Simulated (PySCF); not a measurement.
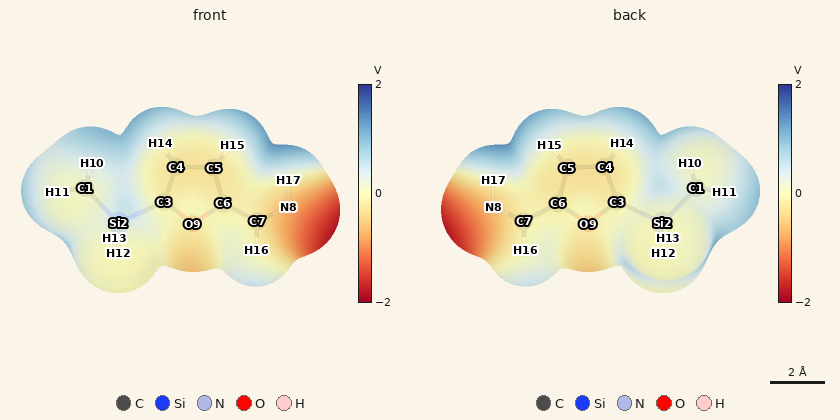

The picture shows: C₆H₈NOSi (SMILES [H]/N=C\c1ccc([SiH2][CH2])o1) (doublet). The molecular electrostatic potential painted on the density surface at 0.001 e/bohr³, seen from the front and from behind; red is negative and blue positive.

Geometry: GFN2-xTB.

The calculation used UKS B3LYP, pcH-1 on C H N O Si, non-relativistic, mean-field spin-orbit, GIAO (PySCF).

```tsv
atom	x (Å)	y (Å)	z (Å)
C	-3.4997	-0.0137	-0.0274
Si	-2.1024	-1.1178	0.4490
C	-0.5063	-0.2250	0.0147
C	-0.2054	0.8355	-0.8068
C	1.1838	1.0212	-0.7433
C	1.6612	0.0550	0.1189
C	2.9958	-0.2536	0.5760
N	4.0737	0.3363	0.2833
O	0.6270	-0.6928	0.5688
H	-3.3870	1.0391	-0.2176
H	-4.5106	-0.3755	-0.0892
H	-2.0686	-1.3995	1.8934
H	-2.1516	-2.3906	-0.2854
H	-0.9041	1.4055	-1.3847
H	1.7591	1.7636	-1.2600
H	3.0661	-1.1002	1.2540
H	3.9621	1.1246	-0.3537
```

> Where is the surface potential most negative and most positive?

The most negative region (about −1.8 V, or −42 kcal/mol for a unit charge) lies over N8, the most positive (about +1.3 V, or +30 kcal/mol for a unit charge) over H15 and H17. N8 is the likeliest acceptor of a hydrogen bond.
